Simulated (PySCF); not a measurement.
# H3O+ (oxonium): CISD/6-31G

Aim: the vertical ionisation energy of H3O+ (oxonium) at CISD/6-31G, from 2 runs. Input form: a Python script.

Program for the calculation: PySCF 2.14.0.

5 further runs of the same task are left out: 5 set aside as unsound or not needed.

### Step 1. Starting point

H3O+ has 4 atoms, charge +1, and is taken as a singlet. SMILES: `[OH3+]`. The coordinates come from a GFN2-xTB relaxation.

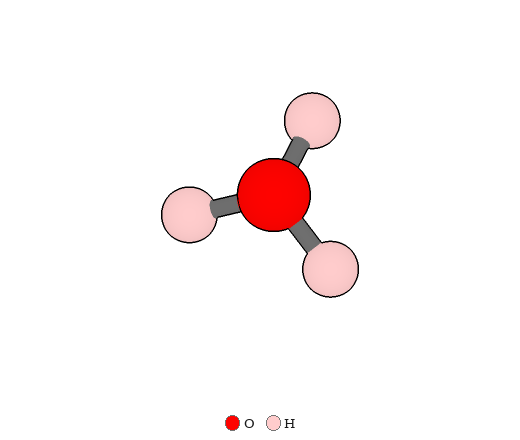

Viewed from a chosen angle; oxygen red, hydrogen pink.

### Step 2. A single-point energy at CISD/6-31G

The input, calc.py:

```python
from pyscf import gto, scf, ci

mol = gto.Mole()
mol.atom = '''
O        0.196050      -0.061020      -0.056900
H        0.214230       0.919440       0.016470
H       -0.413410      -0.366620      -0.765680
H        0.003130      -0.491800       0.806120
'''
mol.basis = '6-31g'
mol.verbose = 3
mol.max_memory = 1860
mol.charge = 1
mol.build()

mf = scf.RHF(mol)
mf.conv_tol = 1e-10
mf.kernel()
if not mf.converged:
    mf = mf.newton().run(mf.mo_coeff, mf.mo_occ)

cisd = ci.CISD(mf, frozen=1)
cisd.kernel()
e_tot = cisd.e_tot
print('Final energy', e_tot)
```

Command:

```sh
$ OMP_NUM_THREADS=1 python calc.py
```

Log:

```text
converged SCF energy = -76.266771867587
E(RCISD) = -76.39941990770819  E_corr = -0.132648040121178
Final energy -76.3994199077082
```

It took 0.5 s on 1 thread of Arm Neoverse V2, shared host; peak memory 0.1 GiB.

### Step 3. Doublet [H3O]2+ at the same level

The input, job.py:

```python
from pyscf import gto, ci

mol = gto.M(
    atom=[
    ('O', (0.196050, -0.061020, -0.056900)),
    ('H', (0.214230, 0.919440, 0.016470)),
    ('H', (-0.413410, -0.366620, -0.765680)),
    ('H', (0.003130, -0.491800, 0.806120)),
],
    charge=2,
    max_memory=1860,
    verbose=4,
    spin=1,
    basis='6-31g',
)

calc0 = mol.UHF()
calc0.conv_tol = 1e-10
calc0.kernel()
if not calc0.converged:
    calc0 = calc0.newton().run(calc0.mo_coeff, calc0.mo_occ)

cisd = ci.CISD(calc0, frozen=1)
cisd.kernel()
etot = cisd.e_tot
print('E(%s) = %.9f' % ('CISD', etot))
```

Command:

```sh
$ OMP_NUM_THREADS=1 python job.py
```

Log:

```text
PySCF version 2.14.0

[INPUT] num. atoms = 4
[INPUT] num. electrons = 9
[INPUT] charge = 2
[INPUT] spin (= nelec alpha-beta = 2S) = 1
[INPUT] symmetry False subgroup None
[INPUT] Mole.unit = angstrom
[INPUT] Symbol           X                Y                Z      unit          X                Y                Z       unit  Magmom
[INPUT]  1 O      0.196050000000  -0.061020000000  -0.056900000000 AA    0.370480806721  -0.115311088121  -0.107525416488 Bohr   0.0
[INPUT]  2 H      0.214230000000   0.919440000000   0.016470000000 AA    0.404836027666   1.737489787970   0.031123789272 Bohr   0.0
[INPUT]  3 H     -0.413410000000  -0.366620000000  -0.765680000000 AA   -0.781231677156  -0.692811391788  -1.446925499057 Bohr   0.0
[INPUT]  4 H      0.003130000000  -0.491800000000   0.806120000000 AA    0.005914842770  -0.929367308061   1.523346023534 Bohr   0.0

nuclear repulsion = 13.8867713341992
number of shells = 11
number of NR pGTOs = 34
number of NR cGTOs = 15
basis = 6-31g
ecp = {}

******** <class 'pyscf.scf.uhf.UHF'> ********
method = UHF
initial guess = minao
damping factor = 0
level_shift factor = 0
DIIS = <class 'pyscf.scf.diis.CDIIS'>
diis_start_cycle = 1
diis_space = 8
diis_damp = 0
SCF conv_tol = 1e-10
SCF conv_tol_grad = None
SCF max_cycles = 50
direct_scf = True
direct_scf_tol = 1e-13
number electrons alpha = 5  beta = 4
Set gradient conv threshold to 1e-05
init E= -76.576615689747
[... the frontier-level lines of each cycle are left out ...]

cycle= 1 E= -75.2787061483485  delta_E=  1.3  |g|= 0.544  |ddm|= 1.02
cycle= 2 E= -75.39806413303  delta_E= -0.119  |g|= 0.229  |ddm|= 0.473
cycle= 3 E= -75.4165484372018  delta_E= -0.0185  |g|= 0.0285  |ddm|= 0.139
cycle= 4 E= -75.4172496327869  delta_E= -0.000701  |g|= 0.011  |ddm|= 0.035
cycle= 5 E= -75.4174086838518  delta_E= -0.000159  |g|= 0.00312  |ddm|= 0.016
cycle= 6 E= -75.4174224786441  delta_E= -1.38e-05  |g|= 0.000723  |ddm|= 0.00526
cycle= 7 E= -75.4174231127007  delta_E= -6.34e-07  |g|= 7.03e-05  |ddm|= 0.00119
cycle= 8 E= -75.4174231181713  delta_E= -5.47e-09  |g|= 1.7e-05  |ddm|= 8.31e-05
cycle= 9 E= -75.4174231184882  delta_E= -3.17e-10  |g|= 1.5e-06  |ddm|= 2.45e-05
cycle= 10 E= -75.4174231184901  delta_E= -1.85e-12  |g|= 2.41e-07  |ddm|= 1.79e-06
Extra cycle  E= -75.41742311849  delta_E= 2.84e-14  |g|= 8.38e-08  |ddm|= 2.2e-07
converged SCF energy = -75.41742311849  <S^2> = 0.75559642  2S+1 = 2.0055886

******** <class 'pyscf.ci.ucisd.UCISD'> ********
CISD nocc = (np.int64(4), np.int64(3)), nmo = (14, 14)
frozen orbitals 1
max_cycle = 50
direct = 0
conv_tol = 1e-09
max_cycle = 50
max_space = 12
lindep = 0
nroots = 1
Init t2, MP2 energy = -0.0908632269618131
UCISD converged
E(UCISD) = -75.51794643337152  E_corr = -0.1005233148814914
E(CISD) = -75.517946433
```

Wall time 0.6 s (1 thread of Arm Neoverse V2, shared host); peak memory 0.12 GiB.

### Step 4. Outcome

At CISD/6-31G, 1 core orbital frozen:

| quantity | value |
| --- | --- |
| singlet H3O+: total energy | -76.39942 Eh |
| singlet H3O+: HOMO energy (Hartree–Fock orbitals) | -25.83 eV |
| singlet H3O+: LUMO energy (Hartree–Fock orbitals) | -3.30 eV |
| singlet H3O+: HOMO–LUMO gap (Hartree–Fock orbitals) | 22.54 eV |
| singlet H3O+: correlation energy (1 core orbital frozen) | -132.6 mEh |
| doublet [H3O]2+: total energy | -75.51795 Eh |
| doublet [H3O]2+: HOMO energy (Hartree–Fock orbitals) (highest over α and β) | -43.75 eV |
| doublet [H3O]2+: LUMO energy (Hartree–Fock orbitals) (lowest over α and β) | -20.85 eV |
| doublet [H3O]2+: correlation energy (1 core orbital frozen) | -100.5 mEh |
| doublet [H3O]2+: ⟨S²⟩ of the reference determinant | 0.756 |
| vertical ionisation energy (to the doublet dication) | 23.986 eV |

**Reading.** The vertical ionisation energy comes to 23.99 eV (553 kcal/mol). Mulliken charges (singlet H3O+) of the mean-field density run from -0.71 on O1 to +0.57 on H3; they depend strongly on the basis.
